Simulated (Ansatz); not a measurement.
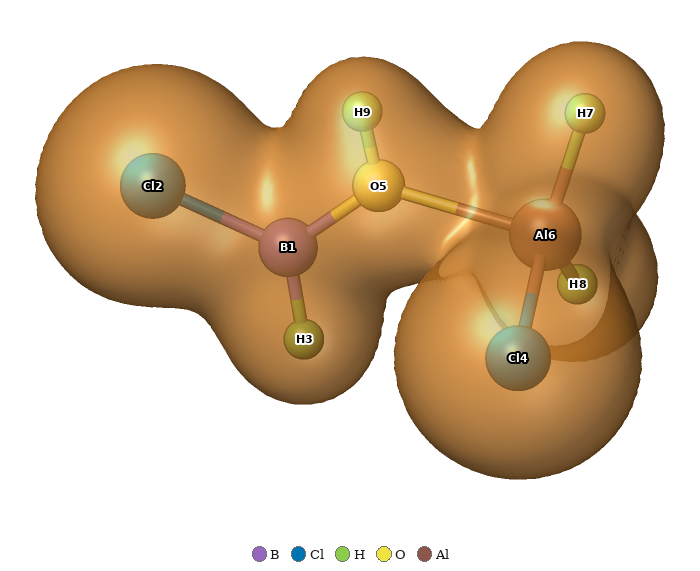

AlBCl₂H₄O. Isosurface of the electron density at 0.1 e/Å³ (orange), seen at a tilt.

These are results of RHF/6-31G* in Ansatz, not measurements.

Input

```
crystal:
  periodic: [false, false, false]
  atoms:
    - { symbol: B, position_ang: [-0.036159, 0.593679, 0.150072] }
    - { symbol: Cl, position_ang: [0.411202, 0.495247, 1.917477] }
    - { symbol: H, position_ang: [0.79955, 0.389854, -0.64406] }
    - { symbol: Cl, position_ang: [-1.6002, 1.224079, -0.312112] }
    - { symbol: O, position_ang: [-0.472158, -1.970033, 0.302986] }
    - { symbol: Al, position_ang: [-0.960998, -3.434875, -0.432766] }
    - { symbol: H, position_ang: [-0.628432, -4.79357, 0.306722] }
    - { symbol: H, position_ang: [-1.708614, -3.320199, -1.815052] }
    - { symbol: H, position_ang: [-0.068489, -1.929182, 1.183632] }
basis:
  gaussian: { orbitals: "6-31G*" }
hamiltonian:
  xc: hf
relax:
  f_tol: 0.03
  max_steps: 50
output:
  orbitals: {}
```

Run with:

```sh
ansatz run input.yaml --threads 1 --pin off --max-ram 2048MiB --backend cpu --events-out ev --progress --plain --runs-dir out
```

The fields are those of the run's last geometry, not of the input's.

**How is the density connected at this value?**

At this value the surface is in one piece. It bridges the sampled B–O (1.37 Å), B–Cl (1.75 Å), Al–O (2.07 Å) and Al–Cl (2.15 Å) contacts, where the density stays above the isovalue. On the grid the lowest density along these lines, outside the cores, is 1.4 e/Å³ (B–O, 1.37 Å), 1 e/Å³ (B–Cl, 1.75 Å), 0.23 e/Å³ (Al–O, 2.07 Å) and 0.46 e/Å³ (Al–Cl, 2.15 Å).
